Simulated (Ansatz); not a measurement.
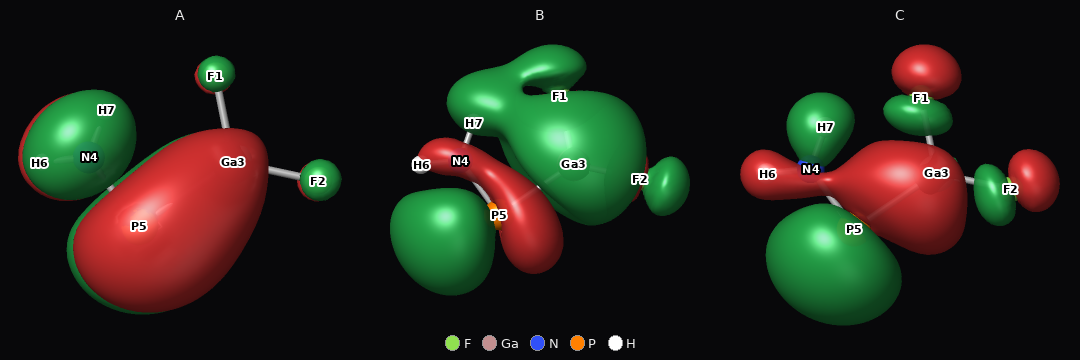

The picture shows: F2GaH2NP (SMILES N[P][Ga]([F])[F]) (doublet). Three frontier orbitals at ±0.05 Å⁻³ᐟ² (green and red are the two phases), in no order.

Geometry: B3LYP-D3(BJ)/def2-SVP.

Theory: isolated molecule in a Gaussian basis; Kohn-Sham density functional theory, functional PBE0 in Ansatz.

Input

```
crystal:
  periodic: [false, false, false]
  atoms:
    - {symbol: F, position_ang: [0.553989, 3.095216, 3.901427]}
    - {symbol: F, position_ang: [3.315095, 3.741081, 3.089470]}
    - {symbol: Ga, position_ang: [2.036187, 2.544544, 3.093625]}
    - {symbol: N, position_ang: [0.249371, 0.266503, 2.847810]}
    - {symbol: P, position_ang: [1.851919, 0.408153, 2.280011]}
    - {symbol: H, position_ang: [-0.268646, -0.593020, 2.694193]}
    - {symbol: H, position_ang: [-0.252567, 0.998453, 3.347391]}
basis:
  gaussian:
    orbitals: def2-TZVPD
magnetization:
  spin_polarized: true
  initial_magnetization: 1
hamiltonian:
  xc: {name: PBE0}
output:
  forces: true
  orbitals: {seedname: orbitals}
```

Command:

```sh
ansatz run input.yaml --threads 2 --pin off --max-ram 4350MiB --events-out events.jsonl --progress --plain --runs-dir runs
```

Order the three orbitals by energy and name them. All are α orbitals.

Answer. C is the HOMO−1 (α) (−8.35 eV). It lies mainly on P5 (about 60 %), Ga3 (about 20 %) and F1 (about 5 %); it is symmetric in the molecular plane (an in-plane orbital: σ, lone-pair or in-plane π type). A is the HOMO (α) (−6.26 eV). It lies mainly on P5 (about 60 %), N4 (about 20 %) and Ga3 (about 15 %); it changes sign across the molecular plane (π type); π-antibonding (a node) across N4–P5. B is the LUMO (α) (−1.59 eV). It lies mainly on Ga3 (about 45 %), P5 (about 30 %), F1 (about 10 %) and F2 (about 5 %); it is symmetric in the molecular plane (an in-plane orbital: σ, lone-pair or in-plane π type).

What is the gap between the highest occupied and lowest empty α orbitals?

Answer. 4.67 eV between the orbital energies.
